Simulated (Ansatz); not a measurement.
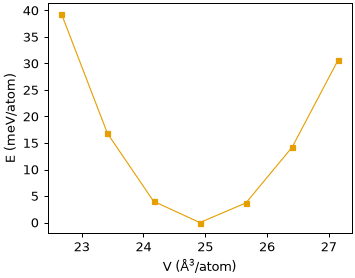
Figure: Sc (hcp (Mg type), P6_3/mmc) under volume change, DFT-r²SCAN in the program Ansatz with PAW potentials, shape and atoms relaxed at each volume.

What does a third-order Birch–Murnaghan fit give for V₀, B₀ and B′?

V₀ = 24.91 Å³/atom, B₀ = 55.0 GPa, B′ = 3.2.

Symmetry was held in the r²SCAN relaxation. No spin polarisation was allowed.

Potentials: the later of the program's two PAW sets.
